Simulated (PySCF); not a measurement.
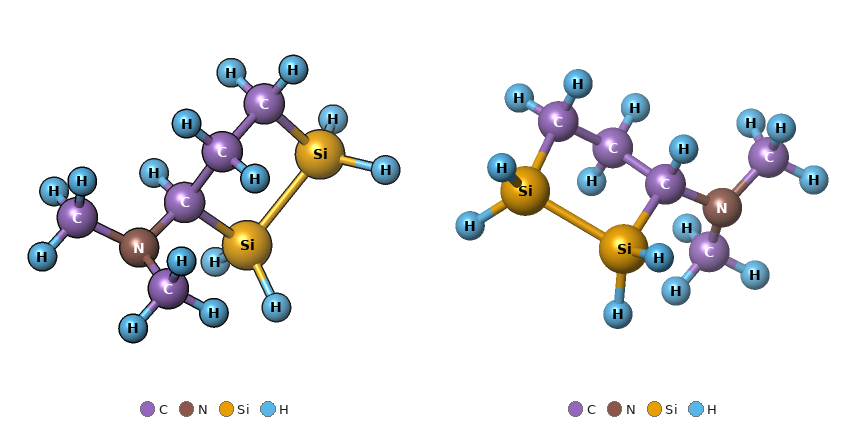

Both panels show the same species.

The computed structure is the end point of a PBE0-D3(BJ)/def2-SVP optimisation. No frequency run is at hand to confirm it as a minimum.

Which formula does it have?

C5H15NSi2, 23 atoms: 5 carbon, 15 hydrogen, 1 nitrogen and 2 silicon.

How many bonds of each kind are drawn?

11 C–H, 4 Si–H, 3 C–N, 2 C–C, 2 C–Si, 1 Si–Si.

More results for the same structure follow; atom numbers are the same in all pictures, views and colours differ.

### Shape

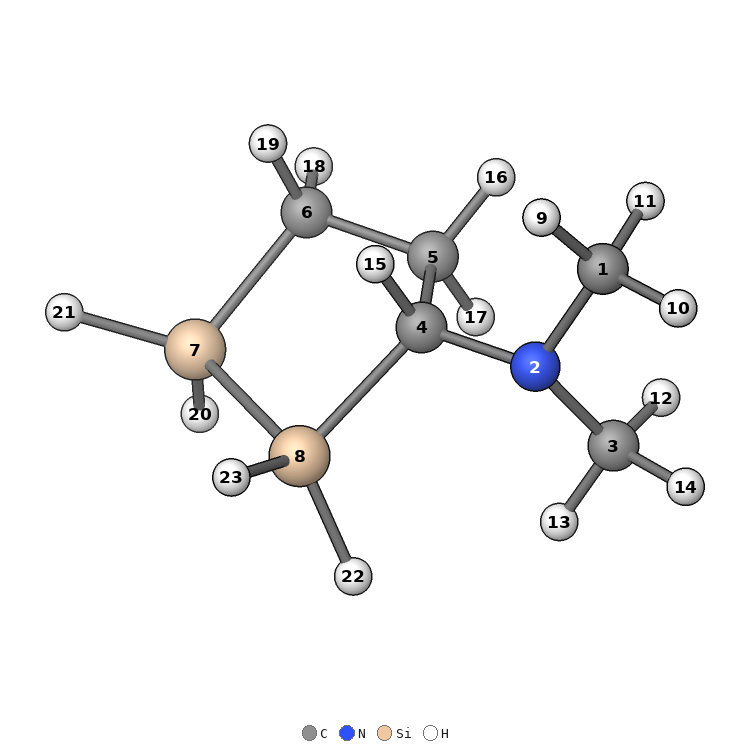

Atoms carry their numbers in the input. No frequency run is at hand to confirm it as a minimum.

Give these bond angles: N2–C1–H10, N2–C3–H13, N2–C4–H15, C4–C5–C6, C4–Si8–H23, C5–C4–H15, C5–C6–Si7, C6–C5–H16, Si7–C6–H19, Si7–Si8–H22, Si7–Si8–H23, Si8–Si7–H21.

```
      angle  degrees
  N2–C1–H10    109.8
  N2–C3–H13    110.4
  N2–C4–H15    106.4
   C4–C5–C6    111.5
 C4–Si8–H23    111.3
  C5–C4–H15    106.5
  C5–C6–Si7    109.2
  C6–C5–H16    110.4
 Si7–C6–H19    107.6
Si7–Si8–H22    113.4
Si7–Si8–H23    117.2
Si8–Si7–H21    117.4
```

### Bond orders

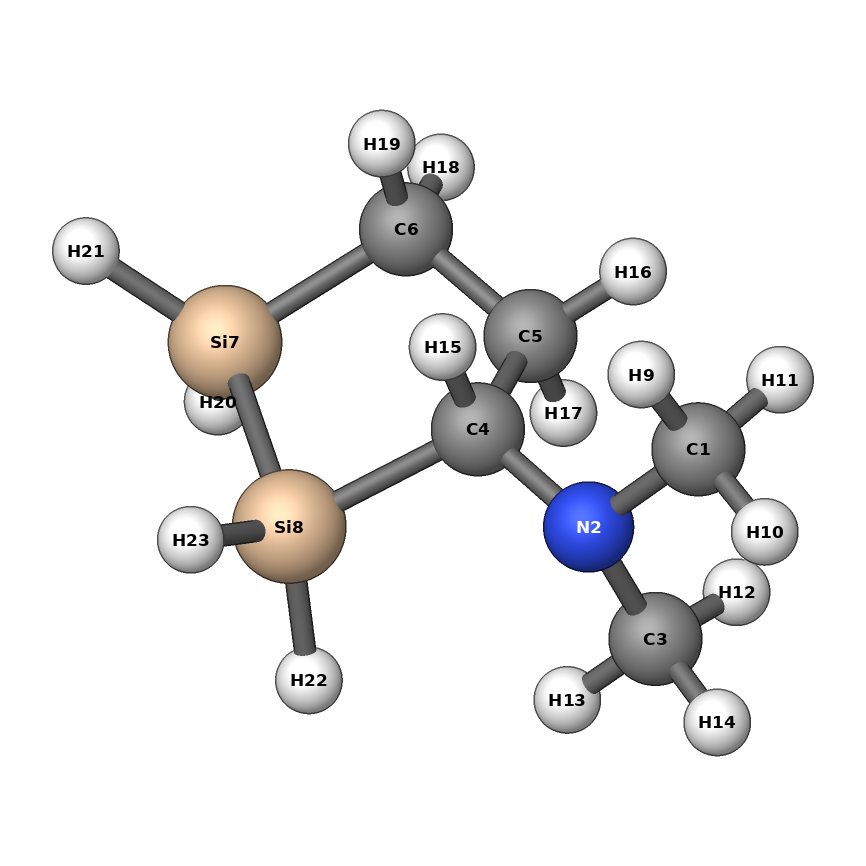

Every bond is drawn as one stick. No frequency run is at hand to confirm it as a minimum. Computed with PBE0/pcSseg-1 (PySCF 2.14.0).

List the Mayer bond orders of C1–N2, N2–C3, N2–C4, C4–C5, C4–Si8, C5–C6, C6–Si7, Si7–Si8 (bonds between heavy atoms, one of each equivalent set).

| bond | Mayer order | length (Å) |
| --- | --- | --- |
| C1–N2 | 0.98 | 1.440 |
| N2–C3 | 0.98 | 1.439 |
| N2–C4 | 0.98 | 1.449 |
| C4–C5 | 0.98 | 1.545 |
| C4–Si8 | 0.87 | 1.928 |
| C5–C6 | 1.03 | 1.533 |
| C6–Si7 | 0.90 | 1.912 |
| Si7–Si8 | 0.91 | 2.340 |

### Dipole moment

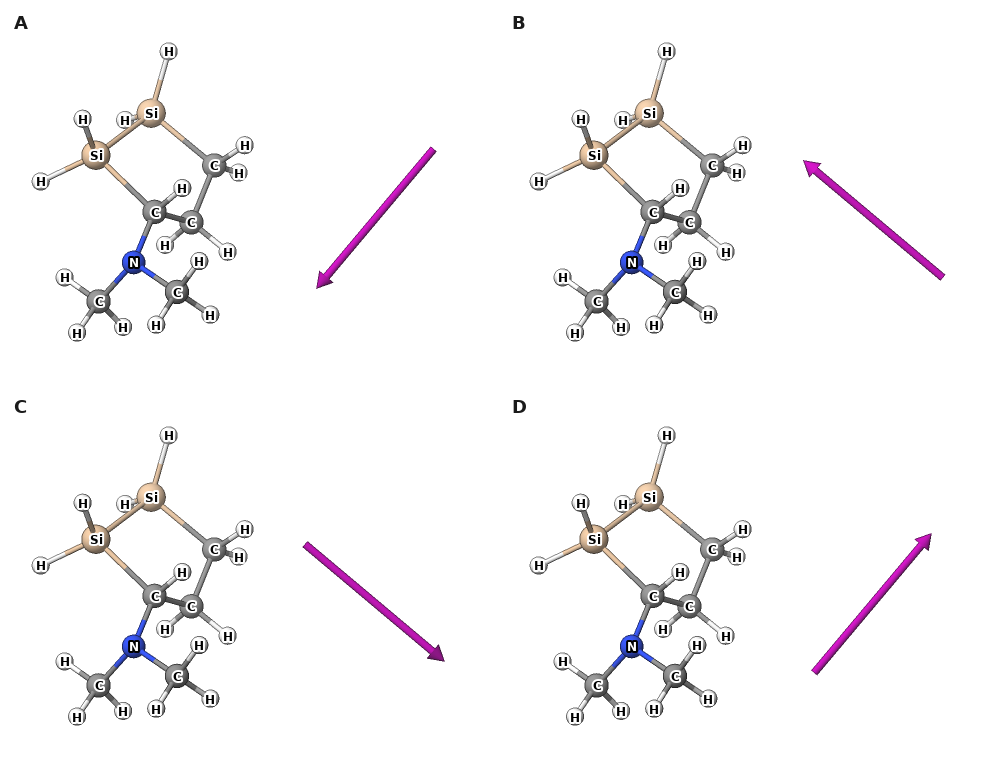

The same molecule four times, each with an arrow. No frequency run is at hand to confirm it as a minimum. Properties computed with PBE0/pcSseg-1, gas phase (PySCF 2.14.0).

Which arrow points along the dipole moment, from the negative to the positive end?

C. The dipole moment is 1.34 D.

### NMR shielding

The questions are on isotropic NMR shieldings of the C atoms. No frequency run is at hand to confirm it as a minimum. Method: GIAO PBE0/pcSseg-1 NMR shielding, non-relativistic, gas phase (PySCF 2.14.0).

List the isotropic NMR shieldings of the C atoms.

```json
{"atom": "C1", "σ (ppm)": "138.3"}
{"atom": "C3", "σ (ppm)": "146.0"}
{"atom": "C4", "σ (ppm)": "122.4"}
{"atom": "C5", "σ (ppm)": "164.9"}
{"atom": "C6", "σ (ppm)": "176.7"}
```
